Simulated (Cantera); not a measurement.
Charge: 1 mol B2O3, 2.7 mol H2O, 0.39 mol N2, 0.0012 mol O2, held at 150 Torr.

These are equilibrium values from Cantera (NASA tables, ideal gas, pure condensed phases), not measurements of a reactor. Candidate condensed phases: B, BN, B2O3, B3O3H3, H2O; 39 gas species. Gases not in the tables: H3BO3. Kinetics and transport are ignored.

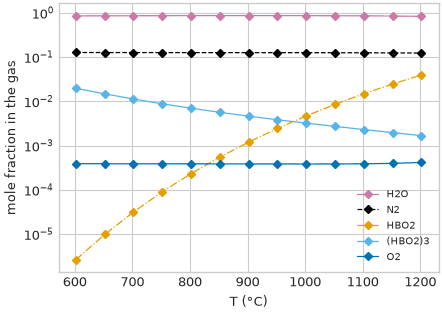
*Equilibrium gas composition (values under 1e-9 drawn at 1e-9)*

From 602 °C to 1202 °C the condensed part is B2O3(l).
